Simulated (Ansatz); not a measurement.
## Run report: SiAsH₅O, geometry relaxation (part 2 of 2)

The same run, continued: SiAsH₅O; RKS PBE0-D4/def2-TZVP (Ansatz 0.2.0). 

Geometry of the input (Å):
```
Si -0.7887  -0.5306  -0.2910
H  0.0412  -1.7629  -0.3770
H  -1.2914  -0.2820  1.0773
O  -2.1872  -0.7962  -1.1498
As 0.4270  1.2826  -1.2310
H  -2.1013  -0.9963  -2.0823
H  0.0454  2.2176  -0.0939
H  -0.7407  1.7646  -2.0853
```

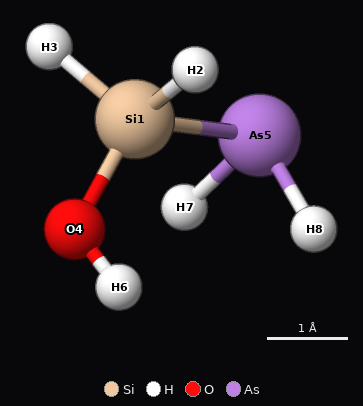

Fig. 1: The geometry at step 15 of the log (ball-and-stick view, seen at a tilt; atoms are numbered from 1 in the order of the input).

Trajectory as extended XYZ, continued:
```
8
Properties=species:S:1:pos:R:3:forces:R:3 step=6 energy=-70836.94565
Si   -0.8209   -0.5207   -0.3358    0.0188  -0.0065  -0.0045
H     0.0483   -1.7309   -0.3768   -0.0066   0.0076  -0.0052
H    -1.2270   -0.2587    1.0649    0.0010  -0.0027  -0.0045
O    -2.2182   -0.7879   -1.1686   -0.0275  -0.0028   0.0051
As    0.4611    1.2982   -1.1941    0.0048   0.0047   0.0068
H    -2.1547   -1.0666   -2.0828    0.0117   0.0063   0.0091
H     0.0167    2.2193   -0.0680   -0.0075   0.0015   0.0037
H    -0.7008    1.7443   -2.0716    0.0053  -0.0081  -0.0105
8
Properties=species:S:1:pos:R:3:forces:R:3 step=7 energy=-70836.94653
Si   -0.8157   -0.5210   -0.3358    0.0494  -0.0282  -0.0104
H     0.0503   -1.7334   -0.3906   -0.0092   0.0144  -0.0079
H    -1.2110   -0.2688    1.0706    0.0015  -0.0039  -0.0165
O    -2.2174   -0.7794   -1.1603   -0.0946   0.0009   0.0110
As    0.4692    1.3039   -1.1749   -0.0270   0.0263   0.0123
H    -2.1781   -1.0581   -2.0756    0.0496   0.0119   0.0187
H    -0.0253    2.2248   -0.0678   -0.0039  -0.0014  -0.0277
H    -0.6677    1.7289   -2.0984    0.0341  -0.0200   0.0205
8
Properties=species:S:1:pos:R:3:forces:R:3 step=8 energy=-70836.94766
Si   -0.8033   -0.5289   -0.3341    0.0902  -0.0145   0.0017
H     0.0534   -1.7468   -0.4249   -0.0146   0.0320  -0.0217
H    -1.1725   -0.3003    1.0846    0.0051  -0.0158  -0.0321
O    -2.2177   -0.7577   -1.1385   -0.2055  -0.0254  -0.0527
As    0.4878    1.3127   -1.1248   -0.2235   0.1975   0.0205
H    -2.2262   -1.0283   -2.0580    0.1137   0.0420   0.1041
H    -0.1284    2.2561   -0.0849    0.0724  -0.1279  -0.1391
H    -0.5885    1.6902   -2.1522    0.1621  -0.0879   0.1194
8
Properties=species:S:1:pos:R:3:forces:R:3 step=9 energy=-70836.95234
Si   -0.8016   -0.5231   -0.3327    0.1771  -0.0620   0.0090
H     0.0582   -1.7360   -0.4567   -0.0322   0.0133  -0.0161
H    -1.1515   -0.3208    1.0950    0.0035  -0.0045  -0.0387
O    -2.2259   -0.7450   -1.1207   -0.2072  -0.0021  -0.0655
As    0.4978    1.3246   -1.0967   -0.3118   0.1459   0.0370
H    -2.2425   -1.0005   -2.0447    0.1093   0.0442   0.1090
H    -0.1908    2.2568   -0.0896    0.0781  -0.1030  -0.2066
H    -0.5393    1.6409   -2.1869    0.1832  -0.0318   0.1720
8
Properties=species:S:1:pos:R:3:forces:R:3 step=10 energy=-70836.95894
Si   -0.7849   -0.5517   -0.3172    0.0237   0.1173   0.0071
H     0.0543   -1.7692   -0.5311   -0.0360   0.0829  -0.0230
H    -1.0874   -0.4010    1.1293    0.0336  -0.0442  -0.0555
O    -2.2420   -0.7046   -1.0675   -0.1023  -0.0690  -0.0639
As    0.4900    1.3425   -1.0073   -0.5476   0.3613  -0.1749
H    -2.2678   -0.9102   -2.0045    0.0614   0.0463   0.1197
H    -0.3640    2.3249   -0.1601    0.2166  -0.3762  -0.3209
H    -0.3938    1.5662   -2.2743    0.3507  -0.1184   0.5115
8
Properties=species:S:1:pos:R:3:forces:R:3 step=11 energy=-70837.00574
Si   -0.7829   -0.5361   -0.3174   -0.1166  -0.1894   0.1028
H     0.0598   -1.7293   -0.6215   -0.0161   0.0400  -0.0191
H    -1.0241   -0.4610    1.1469    0.0172  -0.0202  -0.0642
O    -2.2708   -0.6925   -1.0109   -0.0023   0.0181   0.0081
As    0.4688    1.3589   -0.9249    0.0210   0.2473  -0.0484
H    -2.3122   -0.8401   -1.9571    0.0168   0.0249   0.0347
H    -0.5218    2.3140   -0.2612    0.0293  -0.0885  -0.0885
H    -0.2124    1.4830   -2.2867    0.0507  -0.0322   0.0747
8
Properties=species:S:1:pos:R:3:forces:R:3 step=12 energy=-70837.02773
Si   -0.7753   -0.5447   -0.3057    0.0066  -0.0080   0.0053
H     0.0522   -1.7193   -0.7004    0.0230   0.0260  -0.0113
H    -0.9631   -0.5352    1.1635   -0.0175  -0.0256   0.0134
O    -2.2843   -0.6599   -0.9572   -0.0264  -0.0031  -0.0083
As    0.4492    1.4012   -0.8510   -0.0142   0.0509  -0.0031
H    -2.3467   -0.7629   -1.9081   -0.0057   0.0250   0.0235
H    -0.6823    2.3091   -0.3805    0.0229  -0.0479  -0.0458
H    -0.0453    1.4086   -2.2934    0.0114  -0.0171   0.0263
8
Properties=species:S:1:pos:R:3:forces:R:3 step=13 energy=-70836.97403 accepted=F
Si   -0.7869   -0.5283   -0.2473    0.1723  -0.3189  -0.2727
H     0.1563   -1.5684   -0.7802   -0.2884  -0.1322   0.1742
H    -1.0147   -0.7042    1.2201    0.1875   0.1719  -0.2400
O    -2.3034   -0.6541   -0.8926    0.0941   0.0287  -0.4946
As    0.4406    1.4034   -0.8404   -0.2008   0.1786   0.3424
H    -2.3751   -0.6023   -1.8575    0.0417  -0.0054   0.5351
H    -0.7805    2.2541   -0.5223    0.0653   0.2022  -0.0574
H     0.0680    1.2968   -2.3127   -0.0717  -0.1248   0.0130
8
Properties=species:S:1:pos:R:3:forces:R:3 step=14 energy=-70837.03556
Si   -0.7678   -0.5504   -0.2931   -0.0359   0.0174   0.0177
H     0.0758   -1.6966   -0.7298    0.0252  -0.0058  -0.0103
H    -0.9544   -0.5939    1.1760    0.0111  -0.0068   0.0048
O    -2.2839   -0.6595   -0.9308   -0.0060  -0.0090  -0.0622
As    0.4313    1.4154   -0.8244   -0.0134   0.0287   0.0064
H    -2.3577   -0.6730   -1.8872   -0.0072   0.0185   0.0597
H    -0.7472    2.3085   -0.4565    0.0114  -0.0331  -0.0150
H     0.0082    1.3465   -2.2869    0.0148  -0.0099  -0.0011
8
Properties=species:S:1:pos:R:3:forces:R:3 step=15 energy=-70837.03666
Si   -0.7744   -0.5485   -0.2869    0.1362  -0.0814  -0.0202
H     0.1045   -1.6598   -0.7596   -0.0819   0.0005   0.0256
H    -0.9339   -0.6289    1.1850   -0.0234  -0.0021  -0.0278
O    -2.2966   -0.6722   -0.9102    0.0704   0.0269   0.0449
As    0.4197    1.4266   -0.7981   -0.1180  -0.0139   0.0136
H    -2.3878   -0.5933   -1.8604   -0.0128   0.0089  -0.0242
H    -0.8152    2.2737   -0.5210    0.0281   0.0529  -0.0309
H     0.0881    1.2994   -2.2816    0.0014   0.0082   0.0189
8
Properties=species:S:1:pos:R:3:forces:R:3 step=16 energy=-70837.03821
Si   -0.7681   -0.5636   -0.2772    0.0081  -0.0180  -0.0678
H     0.1061   -1.6712   -0.7666   -0.0556   0.0260   0.0313
H    -0.9290   -0.6637    1.1940    0.0062   0.0104  -0.0376
O    -2.2931   -0.6706   -0.8967    0.0209  -0.0035  -0.1645
As    0.3971    1.4279   -0.7874   -0.0790   0.1016  -0.0574
H    -2.3879   -0.5595   -1.8475    0.0132  -0.0139   0.1908
H    -0.8388    2.2981   -0.5653    0.0797  -0.0681  -0.0055
H     0.1181    1.2996   -2.2861    0.0065  -0.0345   0.1106
8
Properties=species:S:1:pos:R:3:forces:R:3 step=17 energy=-70837.03988
Si   -0.7598   -0.5615   -0.2848   -0.0151  -0.0086  -0.0308
H     0.1103   -1.6738   -0.7603    0.0019   0.0092  -0.0051
H    -0.9270   -0.6590    1.1839    0.0028   0.0054   0.0046
O    -2.2822   -0.6809   -0.9026   -0.0416  -0.0042   0.0239
As    0.3972    1.4379   -0.7831   -0.0004   0.0016   0.0000
H    -2.4134   -0.5423   -1.8412    0.0545   0.0085   0.0072
H    -0.8462    2.2900   -0.5693    0.0020  -0.0106  -0.0054
H     0.1255    1.2866   -2.2754   -0.0040  -0.0012   0.0056
8
Properties=species:S:1:pos:R:3:forces:R:3 step=18 energy=-70837.03981 accepted=F
Si   -0.7666   -0.5606   -0.2833    0.0842  -0.0046   0.0687
H     0.0997   -1.6689   -0.7741    0.0002  -0.0050   0.0048
H    -0.9212   -0.6594    1.1863   -0.0017  -0.0095   0.0113
O    -2.2911   -0.6737   -0.8946   -0.0138   0.0041  -0.0052
As    0.3929    1.4361   -0.7814   -0.0072   0.0056  -0.0097
H    -2.3786   -0.5396   -1.8385   -0.0639   0.0057  -0.0673
H    -0.8531    2.2856   -0.5743    0.0015   0.0000  -0.0016
H     0.1223    1.2776   -2.2730    0.0008   0.0038  -0.0011
8
Properties=species:S:1:pos:R:3:forces:R:3 step=19 energy=-70837.04060
Si   -0.7622   -0.5618   -0.2833    0.0198  -0.0009   0.0059
H     0.1067   -1.6719   -0.7657   -0.0032   0.0020  -0.0005
H    -0.9241   -0.6603    1.1860   -0.0002  -0.0012   0.0024
O    -2.2858   -0.6759   -0.8992   -0.0207  -0.0020  -0.0049
As    0.3953    1.4369   -0.7824   -0.0083   0.0051  -0.0075
H    -2.3971   -0.5380   -1.8408    0.0072   0.0040  -0.0004
H    -0.8509    2.2860   -0.5732    0.0033  -0.0046   0.0010
H     0.1225    1.2819   -2.2742    0.0020  -0.0024   0.0038
8
Properties=species:S:1:pos:R:3:forces:R:3 step=20 energy=-70837.04066
Si   -0.7615   -0.5620   -0.2822    0.0185   0.0021   0.0097
H     0.1065   -1.6715   -0.7674   -0.0010   0.0002   0.0004
H    -0.9224   -0.6630    1.1871   -0.0007  -0.0013   0.0005
O    -2.2853   -0.6733   -0.8985   -0.0177  -0.0024  -0.0194
As    0.3928    1.4381   -0.7823   -0.0027   0.0010  -0.0032
H    -2.3929   -0.5303   -1.8399    0.0009   0.0011   0.0116
H    -0.8567    2.2832   -0.5756    0.0051  -0.0049  -0.0062
H     0.1238    1.2757   -2.2741   -0.0024   0.0043   0.0065
8
Properties=species:S:1:pos:R:3:forces:R:3 step=21 energy=-70837.04070
Si   -0.7606   -0.5629   -0.2813   -0.0012  -0.0009   0.0016
H     0.1084   -1.6721   -0.7653   -0.0002   0.0000  -0.0004
H    -0.9229   -0.6648    1.1879    0.0000   0.0010  -0.0016
O    -2.2842   -0.6750   -0.8997    0.0015  -0.0034   0.0086
As    0.3919    1.4378   -0.7831    0.0014   0.0005  -0.0001
H    -2.3916   -0.5221   -1.8393   -0.0010   0.0029  -0.0079
H    -0.8580    2.2818   -0.5779   -0.0006  -0.0006  -0.0006
H     0.1212    1.2743   -2.2742    0.0001   0.0005   0.0003
8
Properties=species:S:1:pos:R:3:forces:R:3 step=22 energy=-70837.04070
Si   -0.7602   -0.5633   -0.2810   -0.0027  -0.0019  -0.0015
H     0.1094   -1.6719   -0.7651    0.0001  -0.0015   0.0009
H    -0.9228   -0.6650    1.1882    0.0006   0.0001  -0.0010
O    -2.2837   -0.6764   -0.8998    0.0042   0.0008   0.0022
As    0.3916    1.4378   -0.7831   -0.0014  -0.0010   0.0014
H    -2.3916   -0.5171   -1.8384   -0.0004   0.0006  -0.0007
H    -0.8600    2.2797   -0.5795   -0.0009   0.0029   0.0001
H     0.1218    1.2731   -2.2742    0.0005   0.0000  -0.0015
8
Properties=species:S:1:pos:R:3:forces:R:3 step=23 energy=-70837.04070 accepted=F
Si   -0.7594   -0.5648   -0.2808   -0.0104   0.0047  -0.0015
H     0.1101   -1.6736   -0.7643    0.0020   0.0007   0.0005
H    -0.9223   -0.6656    1.1883    0.0013  -0.0019   0.0005
O    -2.2829   -0.6775   -0.8999    0.0040   0.0006  -0.0059
As    0.3899    1.4379   -0.7829    0.0048  -0.0009  -0.0004
H    -2.3911   -0.5117   -1.8375    0.0000  -0.0017   0.0072
H    -0.8618    2.2800   -0.5816   -0.0026  -0.0008   0.0020
H     0.1220    1.2724   -2.2742    0.0010  -0.0006  -0.0023
8
Properties=species:S:1:pos:R:3:forces:R:3 step=24 energy=-70837.04071
Si   -0.7600   -0.5640   -0.2810   -0.0037  -0.0003  -0.0016
H     0.1098   -1.6727   -0.7644    0.0007  -0.0001   0.0000
H    -0.9225   -0.6655    1.1882    0.0005   0.0003   0.0001
O    -2.2834   -0.6773   -0.8998    0.0025   0.0005  -0.0005
As    0.3907    1.4378   -0.7831    0.0015  -0.0005   0.0015
H    -2.3918   -0.5145   -1.8378   -0.0001  -0.0002   0.0015
H    -0.8609    2.2800   -0.5804   -0.0010   0.0006  -0.0003
H     0.1226    1.2732   -2.2745   -0.0005  -0.0004  -0.0006
```

Summary:

- outcome: converged
- total energy: −70837.0407 eV
- mean-field energy: −70836.9065 eV
- dispersion energy: −0.1342 eV
- SCF solution under orbital rotations: stable
- largest force (length of the vector) at the end: 0.004 eV/Å
- dipole moment: 1.31 D
- hardware: 8 threads of Arm Neoverse V2, 23 GiB of memory available, shared host
- wall time: 26 s (CPU time 2.9 min)
- peak memory: 0.59 GiB
